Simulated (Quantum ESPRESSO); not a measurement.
## Constrained canting in MnI2

Wanted: bilinear and biquadratic couplings of MnI2 from constrained non-collinear runs.

Calculated with Quantum ESPRESSO 7.5; LDA with U = 4 eV on Mn d (ortho-atomic projectors); plane waves with GBRV 1.5 LDA potentials, no spin-orbit coupling.

The database entry behind the starting cell has ideal inner coordinates that were not refined, so it need not match the best structure at ambient conditions.

**1. The structure**

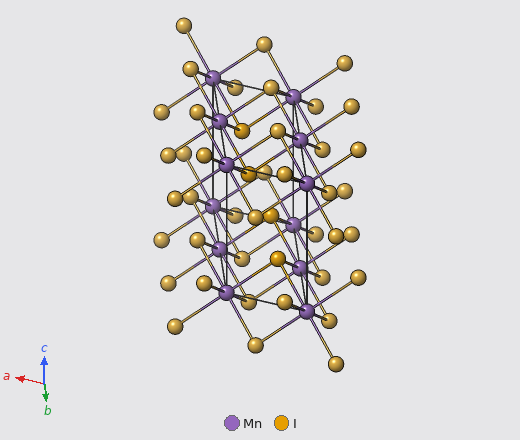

Start, viewed from a free direction; manganese purple, iodine orange. Some periodic images of atoms are drawn too.

The cell comes from the Crystallography Open Database.

**2. The collinear order that defines the sublattices**

Typed as antiferro q=(0,1/2,0) +-. The wavevector q is in fractions of the reciprocal vectors of the crystal's primitive cell, as the cells of these inputs are built from it; moments change sign between cells as cos(2π q·R).

The input, pw.in:

```
&CONTROL
  calculation = 'scf'
  prefix = 'pwscf'
  outdir = './tmp'
  pseudo_dir = './pseudo'
  disk_io = 'nowf'
/
&SYSTEM
  ibrav = 0
  celldm(1) = 8
  nat = 6
  ntyp = 3
  ecutwfc = 34
  ecutrho = 238
  nbnd = 39
  occupations = 'smearing'
  smearing = 'fd'
  degauss = 0.00734986
  nspin = 2
  starting_magnetization(1) = 0.3
  starting_magnetization(2) = -0.3
  starting_magnetization(3) = 0
/
&ELECTRONS
  conv_thr = 6d-08
  electron_maxstep = 150
  mixing_beta = 0.3
/
ATOMIC_SPECIES
Mn1    54.9380 mn_lda_v1.5.uspp.F.UPF
Mn2    54.9380 mn_lda_v1.5.uspp.F.UPF
I     126.9045 i_lda_v1.uspp.F.UPF
CELL_PARAMETERS alat
   0.9826575848054    0.0000000000000    0.0000000000000
  -0.9826575848054    1.7020128633054    0.0000000000000
   0.0000000000000    0.0000000000000    1.6109915212435
ATOMIC_POSITIONS crystal
Mn1     0.0000000000    0.0000000000    0.0000000000
Mn2     0.0000000000    0.5000000000    0.0000000000
I       0.3333333333    0.3333333334    0.2500000000
I       0.3333333333    0.8333333333    0.2500000000
I       0.6666666667    0.1666666666    0.7500000000
I       0.6666666667    0.6666666666    0.7500000000
K_POINTS automatic
4 2 2 0 0 0
HUBBARD {ortho-atomic}
U Mn1-3d 4.0000
U Mn2-3d 4.0000
```

Launch:

```bash
$ OMP_NUM_THREADS=1 mpirun -n 4 pw.x -nk 2 -in pw.in > pw.out
```

Log:

```text
Program PWSCF v.7.5 starts

     Message from routine setup:
     using ibrav=0 with symmetry is DISCOURAGED, use correct ibrav instead

     K-points division:     npool     =       2
     R & G space division:  proc/nbgrp/npool/nimage =       2
     Subspace diagonalization in iterative solution of the eigenvalue problem:

     Parallelization info
     --------------------
     sticks:   dense  smooth     PW     G-vecs:    dense   smooth      PW
     Min        1018     583    182                42699    18469    3176
     Max        1019     584    183                42700    18472    3179
     Sum        2037    1167    365                85399    36941    6355

     Using Slab Decomposition

     bravais-lattice index     =            0
     lattice parameter (alat)  =       8.0000  a.u.
     unit-cell volume          =    1379.5208 (a.u.)^3
     number of atoms/cell      =            6
     number of atomic types    =            3
     number of electrons       =        58.00
     number of Kohn-Sham states=           39
     kinetic-energy cutoff     =      34.0000  Ry
     charge density cutoff     =     238.0000  Ry
     scf convergence threshold =      6.0E-08
     mixing beta               =       0.3000
     number of iterations used =            8  plain     mixing
     Exchange-correlation= SLA  PZ   NOGX NOGC
                           (   1   1   0   0   0   0   0)
     Hubbard projectors: ortho-atomic
     Hubbard parameters of DFT+U (Dudarev formulation) in eV:
     U(Mn1-3d) =  4.0000
     U(Mn2-3d) =  4.0000

     Internal variables: lda_plus_u =T, lda_plus_u_kind = 0

     Internal variables: orbital_resolved =F, hub_pot_fix =F, apply_U = F

     celldm(1)=   8.000000  celldm(2)=   0.000000  celldm(3)=   0.000000
     celldm(4)=   0.000000  celldm(5)=   0.000000  celldm(6)=   0.000000

     crystal axes: (cart. coord. in units of alat)
               a(1) = (   0.982658   0.000000   0.000000 )
               a(2) = (  -0.982658   1.702013   0.000000 )
               a(3) = (   0.000000   0.000000   1.610992 )

     reciprocal axes: (cart. coord. in units 2 pi/alat)
               b(1) = (  1.017648  0.587540 -0.000000 )
               b(2) = (  0.000000  0.587540  0.000000 )
               b(3) = (  0.000000 -0.000000  0.620736 )

     PseudoPot. # 1 for Mn read from file:
     mn_lda_v1.5.uspp.F.UPF
     Pseudo is Ultrasoft + core correction, Zval = 15.0
     Generated by new atomic code, or converted to UPF format
     Using radial grid of  859 points,  6 beta functions with:
                l(1) =   0
                l(2) =   0
                l(3) =   1
                l(4) =   1
                l(5) =   2
                l(6) =   2
     Q(r) pseudized with  8 coefficients,  rinner =    0.950   0.950   0.950
                                                       0.950   0.950

     PseudoPot. # 2 for Mn read from file:
     mn_lda_v1.5.uspp.F.UPF
     Pseudo is Ultrasoft + core correction, Zval = 15.0
     Generated by new atomic code, or converted to UPF format
     Using radial grid of  859 points,  6 beta functions with:
                l(1) =   0
                l(2) =   0
                l(3) =   1
                l(4) =   1
                l(5) =   2
                l(6) =   2
     Q(r) pseudized with  8 coefficients,  rinner =    0.950   0.950   0.950
                                                       0.950   0.950

     PseudoPot. # 3 for I  read from file:
     i_lda_v1.uspp.F.UPF
     Pseudo is Ultrasoft + core correction, Zval =  7.0
     Generated by new atomic code, or converted to UPF format
     Using radial grid of  893 points,  6 beta functions with:
                l(1) =   0
                l(2) =   0
                l(3) =   1
                l(4) =   1
                l(5) =   2
                l(6) =   2
     Q(r) pseudized with  8 coefficients,  rinner =    1.500   1.500   1.500
                                                       1.500   1.500

     atomic species   valence    mass     pseudopotential
     Mn1              15.00    54.93800     Mn( 1.00)
     Mn2              15.00    54.93800     Mn( 1.00)
     I                 7.00   126.90450     I ( 1.00)

     Starting magnetic structure
     atomic species   magnetization
     Mn1             0.300
     Mn2            -0.300
     I               0.000

      4 Sym. Ops., with inversion, found

   Cartesian axes

     site n.     atom                  positions (alat units)
         1        Mn1    tau(   1) = (   0.0000000   0.0000000   0.0000000  )
         2        Mn2    tau(   2) = (  -0.4913288   0.8510064   0.0000000  )
         3        I      tau(   3) = (  -0.0000000   0.5673376   0.4027479  )
         4        I      tau(   4) = (  -0.4913288   1.4183441   0.4027479  )
         5        I      tau(   5) = (   0.4913288   0.2836688   1.2082436  )
         6        I      tau(   6) = (   0.0000000   1.1346752   1.2082436  )

     number of k points=    10  Fermi-Dirac smearing, width (Ry)=  0.0073
                       cart. coord. in units 2pi/alat
        k(    1) = (   0.0000000   0.0000000   0.0000000), wk =   0.0625000
        k(    2) = (   0.0000000   0.0000000  -0.3103679), wk =   0.0625000
        k(    3) = (   0.0000000  -0.2937698   0.0000000), wk =   0.0625000
        k(    4) = (   0.0000000  -0.2937698  -0.3103679), wk =   0.0625000
        k(    5) = (   0.2544121   0.1468849   0.0000000), wk =   0.2500000
        [... 5 further k-points ...]

     Dense  grid:    85399 G-vectors     FFT dimensions: (  40,  80,  64)

     Smooth grid:    36941 G-vectors     FFT dimensions: (  30,  60,  48)

     Check: negative core charge=   -0.000008
     Generating pointlists ...
     new r_m :   0.2870 (alat units)  2.2960 (a.u.) for type    1
     new r_m :   0.2870 (alat units)  2.2960 (a.u.) for type    2
     new r_m :   0.2870 (alat units)  2.2960 (a.u.) for type    3

     Initial potential from superposition of free atoms

     starting charge      56.9995, renormalised to      58.0000

     STARTING HUBBARD OCCUPATIONS:

     =================== HUBBARD OCCUPATIONS ===================
     ------------------------ ATOM    1 ------------------------
     Tr[ns(  1)] (up, down, total) =   5.00000  0.00000  5.00000
     Atomic magnetic moment for atom   1 =   5.00000
     [... lines left out ...]
     ------------------------ ATOM    2 ------------------------
     Tr[ns(  2)] (up, down, total) =   0.00000  5.00000  5.00000
     Atomic magnetic moment for atom   2 =  -5.00000
     [... lines left out ...]
     Number of occupied Hubbard levels =   10.0000

     Atomic wfc used for Hubbard projectors are orthogonalized

     Starting wfcs are   42 randomized atomic wfcs

     Self-consistent Calculation

     iteration #  1     ecut=    34.00 Ry     beta= 0.30
     Davidson diagonalization with overlap
     ethr =  1.00E-02,  avg # of iterations =  4.2

     =================== HUBBARD OCCUPATIONS ===================
     ------------------------ ATOM    1 ------------------------
     Tr[ns(  1)] (up, down, total) =   4.96747  0.15856  5.12603
     Atomic magnetic moment for atom   1 =   4.80890
     [... lines left out ...]
     ------------------------ ATOM    2 ------------------------
     Tr[ns(  2)] (up, down, total) =   0.15854  4.96772  5.12626
     Atomic magnetic moment for atom   2 =  -4.80918
     [... lines left out ...]
     Number of occupied Hubbard levels =   10.2523

     Threshold (ethr) on eigenvalues was too large:
     Diagonalizing with lowered threshold

     Davidson diagonalization with overlap
     ethr =  6.45E-04,  avg # of iterations =  2.0

     total energy              =    -681.04373175 Ry
     estimated scf accuracy    <       0.40406465 Ry

     total magnetization       =     0.00 Bohr mag/cell
     absolute magnetization    =     9.76 Bohr mag/cell

     iteration #  2     ecut=    34.00 Ry     beta= 0.30
     Davidson diagonalization with overlap
     ethr =  6.97E-04,  avg # of iterations =  2.5

     total energy              =    -681.10674576 Ry
     estimated scf accuracy    <       0.04864198 Ry

     total magnetization       =    -0.00 Bohr mag/cell
     absolute magnetization    =     9.69 Bohr mag/cell

     iteration #  3     ecut=    34.00 Ry     beta= 0.30
     Davidson diagonalization with overlap
     ethr =  8.39E-05,  avg # of iterations =  5.5

     total energy              =    -681.11645797 Ry
     estimated scf accuracy    <       0.01546126 Ry

     total magnetization       =    -0.00 Bohr mag/cell
     absolute magnetization    =     9.71 Bohr mag/cell

     [... further iterations left out ...]

     iteration #  6     ecut=    34.00 Ry     beta= 0.30
     Davidson diagonalization with overlap
     ethr =  9.76E-08,  avg # of iterations =  6.0

     negative rho (up, down):  6.697E-04 6.696E-04

     total energy              =    -681.11948715 Ry
     estimated scf accuracy    <       0.00002503 Ry

     total magnetization       =     0.00 Bohr mag/cell
     absolute magnetization    =     9.74 Bohr mag/cell

     iteration #  7     ecut=    34.00 Ry     beta= 0.30
     Davidson diagonalization with overlap
     ethr =  4.32E-08,  avg # of iterations =  2.6

     negative rho (up, down):  6.713E-04 6.713E-04

     total energy              =    -681.11949239 Ry
     estimated scf accuracy    <       0.00000081 Ry

     total magnetization       =    -0.00 Bohr mag/cell
     absolute magnetization    =     9.74 Bohr mag/cell

     iteration #  8     ecut=    34.00 Ry     beta= 0.30
     Davidson diagonalization with overlap
     ethr =  1.40E-09,  avg # of iterations =  4.0

     negative rho (up, down):  6.711E-04 6.710E-04

     total energy              =    -681.11949289 Ry
     estimated scf accuracy    <       0.00000042 Ry

     total magnetization       =     0.00 Bohr mag/cell
     absolute magnetization    =     9.74 Bohr mag/cell

     iteration #  9     ecut=    34.00 Ry     beta= 0.30
     Davidson diagonalization with overlap
     ethr =  7.17E-10,  avg # of iterations =  2.0

     negative rho (up, down):  6.704E-04 6.704E-04

     Magnetic moment per site  (integrated on atomic sphere of radius R)
     atom   1 (R=0.287)  charge= 13.5533  magn=  4.6080
     atom   2 (R=0.287)  charge= 13.5533  magn= -4.6080
     atom   3 (R=0.287)  charge=  4.7289  magn= -0.0149
     atom   4 (R=0.287)  charge=  4.7289  magn=  0.0149
     atom   5 (R=0.287)  charge=  4.7289  magn=  0.0149
     atom   6 (R=0.287)  charge=  4.7289  magn= -0.0149

     End of self-consistent calculation

     =================== HUBBARD OCCUPATIONS ===================
     ------------------------ ATOM    1 ------------------------
     Tr[ns(  1)] (up, down, total) =   4.99005  0.26762  5.25766
     Atomic magnetic moment for atom   1 =   4.72243
     [... lines left out ...]
     ------------------------ ATOM    2 ------------------------
     Tr[ns(  2)] (up, down, total) =   0.26761  4.99004  5.25766
     Atomic magnetic moment for atom   2 =  -4.72243
     [... lines left out ...]
     Number of occupied Hubbard levels =   10.5153

     [... lines left out ...]
     the Fermi energy is     5.4692 ev

!    total energy              =    -681.11949298 Ry
     estimated scf accuracy    <       0.00000004 Ry
     smearing contrib. (-TS)   =      -0.00000027 Ry
     internal energy E=F+TS    =    -681.11949271 Ry

     The total energy is F=E-TS. E is the sum of the following terms:
     one-electron contribution =    -409.48908459 Ry
     hartree contribution      =     220.33520975 Ry
     xc contribution           =    -242.36955658 Ry
     ewald contribution        =    -249.67059269 Ry
     Hubbard energy            =       0.07453139 Ry

     total magnetization       =    -0.00 Bohr mag/cell
     absolute magnetization    =     9.74 Bohr mag/cell

     convergence has been achieved in   9 iterations

=------------------------------------------------------------------------------=
   JOB DONE.
=------------------------------------------------------------------------------=
```

Run time: 26 s. Hardware: 4 MPI ranks of Arm Neoverse V1, shared host; peak memory 0.61 GiB; 1.7 min of CPU time.

Spin moment in the atom's sphere by atom:

```
atom  spin moment in the atom's sphere (μB)
 Mn1                                   4.61
 Mn2                                  -4.61
  I3                                  -0.01
  I4                                   0.01
  I5                                   0.01
  I6                                  -0.01
```

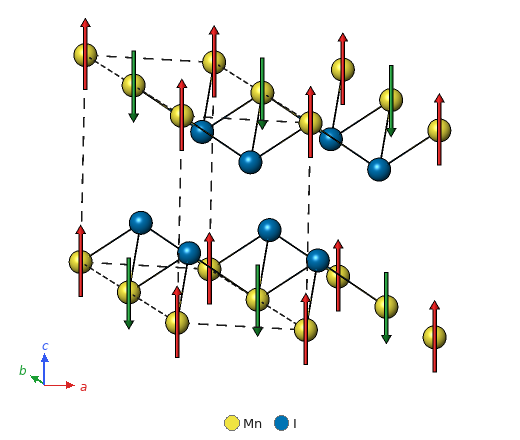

Spin moment in the atom's sphere as arrows, the longest 4.61 μB. Up and down stand for the sign. Arrows give size and sign along the axis of quantisation, drawn up and down the page. The two directions have two colours. Bonds to atoms that aren't drawn are left out. 2×1×1 cells are drawn. Some periodic images of atoms are drawn too.

Read from the output:

| Property | Result |
| --- | --- |
| smearing term TS | 3.67e-6 eV |
| magnetization | 0 μB |
| absolute magnetization | 9.738 μB |
| final state | antiferromagnetic |

**3. The parallel state in the same cell**

This run has no penalty. It is needed because the penalty of the later runs acts on every atom: an induced moment is typed with its parallel value times cos(θ/2) along z and its opposed value times sin(θ/2) along x, rounded to 0.01 μB.

pw.in, as its differences from that of step 2:

```diff
@@ -11,6 +11,6 @@
   nat = 6
-  ntyp = 3
+  ntyp = 2
   ecutwfc = 34
   ecutrho = 238
-  nbnd = 39
+  nbnd = 44
   occupations = 'smearing'
@@ -20,4 +20,3 @@
   starting_magnetization(1) = 0.3
-  starting_magnetization(2) = -0.3
-  starting_magnetization(3) = 0
+  starting_magnetization(2) = 0
 /
@@ -29,4 +28,3 @@
 ATOMIC_SPECIES
-Mn1    54.9380 mn_lda_v1.5.uspp.F.UPF
-Mn2    54.9380 mn_lda_v1.5.uspp.F.UPF
+Mn     54.9380 mn_lda_v1.5.uspp.F.UPF
 I     126.9045 i_lda_v1.uspp.F.UPF
@@ -37,4 +35,4 @@
 ATOMIC_POSITIONS crystal
-Mn1     0.0000000000    0.0000000000    0.0000000000
-Mn2     0.0000000000    0.5000000000    0.0000000000
+Mn      0.0000000000    0.0000000000    0.0000000000
+Mn      0.0000000000    0.5000000000    0.0000000000
 I       0.3333333333    0.3333333334    0.2500000000
@@ -46,3 +44,2 @@
 HUBBARD {ortho-atomic}
-U Mn1-3d 4.0000
-U Mn2-3d 4.0000
+U Mn-3d 4.0000
```

Log:

```text
     [... lines left out ...]
Program PWSCF v.7.5 starts
     [... lines left out ...]
     number of atoms/cell      =            6
     [... lines left out ...]
     number of electrons       =        58.00
     number of Kohn-Sham states=           44
     kinetic-energy cutoff     =      34.0000  Ry
     charge density cutoff     =     238.0000  Ry
     scf convergence threshold =      6.0E-08
     [... lines left out ...]
      4 Sym. Ops., with inversion, found
     [... lines left out ...]
     number of k points=    10  Fermi-Dirac smearing, width (Ry)=  0.0073
     [... lines left out ...]
     iteration # 11     ecut=    34.00 Ry     beta= 0.30
     [... lines left out ...]
     Magnetic moment per site  (integrated on atomic sphere of radius R)
     atom   1 (R=0.287)  charge= 13.5527  magn=  4.6207
     atom   2 (R=0.287)  charge= 13.5527  magn=  4.6207
     atom   3 (R=0.287)  charge=  4.7292  magn=  0.0526
     atom   4 (R=0.287)  charge=  4.7292  magn=  0.0526
     atom   5 (R=0.287)  charge=  4.7292  magn=  0.0526
     atom   6 (R=0.287)  charge=  4.7292  magn=  0.0526
     [... lines left out ...]
     Tr[ns(  1)] (up, down, total) =   4.99055  0.26433  5.25488
     [... lines left out ...]
     Tr[ns(  2)] (up, down, total) =   4.99055  0.26433  5.25488
     [... lines left out ...]
     the Fermi energy is     5.5179 ev
!    total energy              =    -681.11964215 Ry
     estimated scf accuracy    <          7.1E-09 Ry
     smearing contrib. (-TS)   =      -0.00000036 Ry
     [... lines left out ...]
     total magnetization       =    10.00 Bohr mag/cell
     absolute magnetization    =    10.00 Bohr mag/cell
     convergence has been achieved in  11 iterations
```

Wall time 31 s (4 MPI ranks); peak memory 0.63 GiB; 2 min of CPU time.

Spin moment in the atom's sphere by atom:

```
atom  spin moment in the atom's sphere (μB)
 Mn1                                   4.62
 Mn2                                   4.62
  I3                                   0.05
  I4                                   0.05
  I5                                   0.05
  I6                                   0.05
```

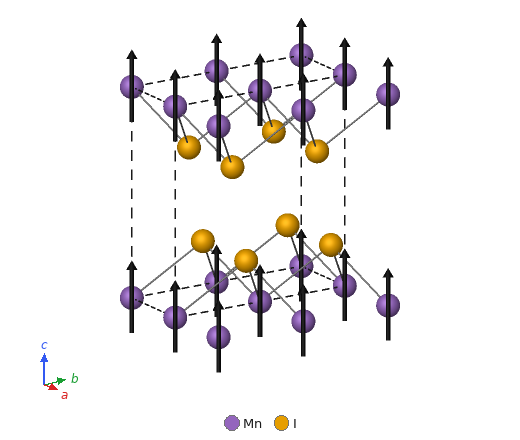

Spin moment in the atom's sphere as arrows, the longest 4.62 μB. Up and down stand for the sign. Arrows give size and sign along the axis of quantisation, drawn up and down the page. Bonds to atoms that aren't drawn are left out. 2×1×1 cells are drawn. Some periodic images of atoms are drawn too.

This step gave:

* smearing term TS: 4.89e-6 eV
* magnetization: 10 μB
* absolute magnetization: 10 μB
* final state: ferromagnetic

(Part 1 of 3 ends here.)

[Logs and program files are shortened in this print: banners, set-up blocks, solver, clock and traceback lines can be left out without a mark of their own.]

[Logs are printed without paths, hosts, clocks, repeated set-up lines and the standing remarks that a program may print on its own settings, such as how far it seeks lower states.]

[Hosts, paths, dates, database ids (printed as entryN), source tags and the programs' standing remarks are cut or masked in the printed files.]

[Where a cell is said to come from a database of computed structures, the database is the Materials Project.]
